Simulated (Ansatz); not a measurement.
Consider Cl3F2H2OW (doublet).

```xyz
9

W     0.0333   -0.0611    0.0083
H    -0.4028    0.6017    2.7095
Cl    2.3673    0.0064   -0.0239
F     0.0675    1.7221    0.6060
Cl   -2.3160    0.0812    0.1844
Cl   -0.0049   -2.3454    0.4470
F    -0.0495   -0.2361   -1.8343
O     0.0808   -0.1365    2.2855
H    -0.2902   -0.9733    2.6348
```

Core potentials replace the inner electrons of W.

Theory: UKS PBE/def2-SVP (Ansatz).

**What will maps of the electron density, electron localisation function and spin density show?**

W–F (1.85 Å): ρ is about 1.1 e/Å³ halfway; the ELF peaks at about 0.85 in the valence shell of F, 0.5 Å from its nucleus, and drops to about 0.20 between the two atoms.
W–O (2.28 Å): ρ at the midpoint is about 0.4 e/Å³; the ELF peaks at about 0.90 in the valence shell of O, 0.7 Å from its nucleus, and is about 0.15 at the midpoint.
W–Cl (2.33 Å): ρ at the midpoint is about 0.64 e/Å³; the ELF peaks at about 0.85 in the valence shell of Cl, 0.8 Å from its nucleus, and is about 0.40 at the midpoint.
The unpaired spin (1 electron) lies mostly on W1 (about 0.7), Cl3 (about 0.1) and Cl5 (about 0.1), in electrons by Hirshfeld's partition.

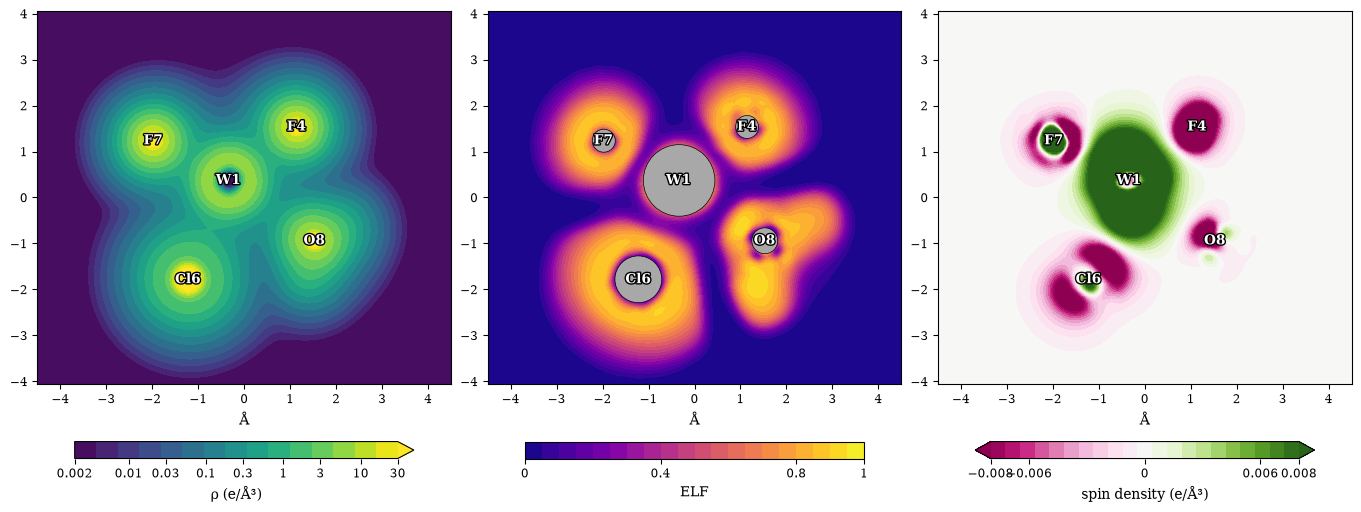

Computed electron density, electron localisation function and spin density on the plane of atoms Cl6, W1 and O8, in this order. Grey discs cover the atomic cores in the ELF map. 
